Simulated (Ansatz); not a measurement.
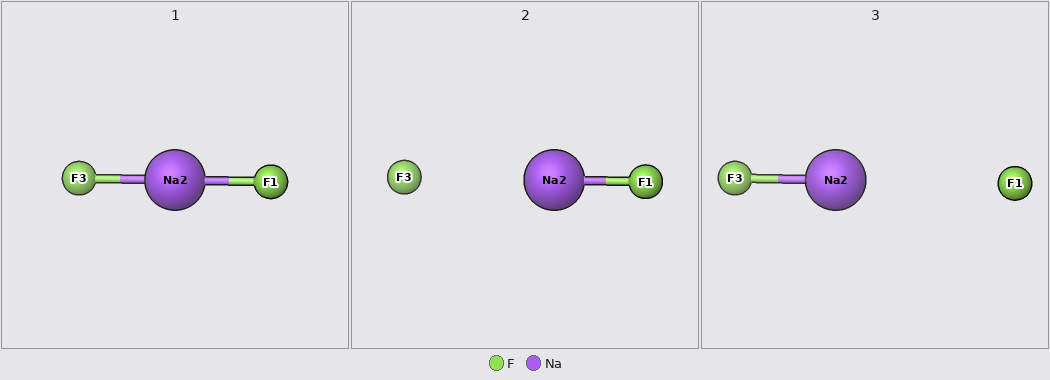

The system F⁻ + NaF. Coordinates scanned: (1) distance F1–Na2; (2) distance Na2–F3. Nothing is relaxed (the angle F1–Na2–F3 is fixed at 180 degrees). The scan uses a 17 × 17 grid; 153 points were computed and 136 follow by symmetry. All energies are given in eV relative to the lowest grid point. Level of theory: RKS PBE0-D4/def2-SVPD (Ansatz).

The numbered pictures are structures from this grid.

Which is the most stable, and how do the others follow?

Answer. 1, at distance F1–Na2 = 2.035 Å, distance Na2–F3 = 2.035 Å: 0.00 eV; 2, at distance F1–Na2 = 1.942 Å, distance Na2–F3 = 3.184 Å: 1.04 eV; 3, at distance F1–Na2 = 3.808 Å, distance Na2–F3 = 2.138 Å: 1.54 eV.

The map, with the structures marked:

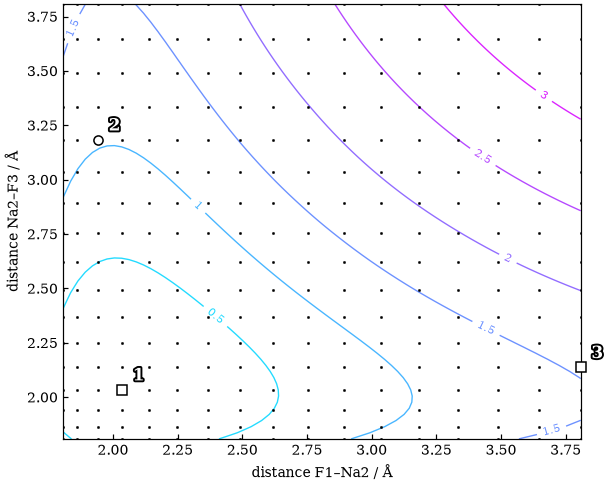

In the figure: contour lines labelled in eV, dots at the grid points. Between grid points the surface is interpolated.
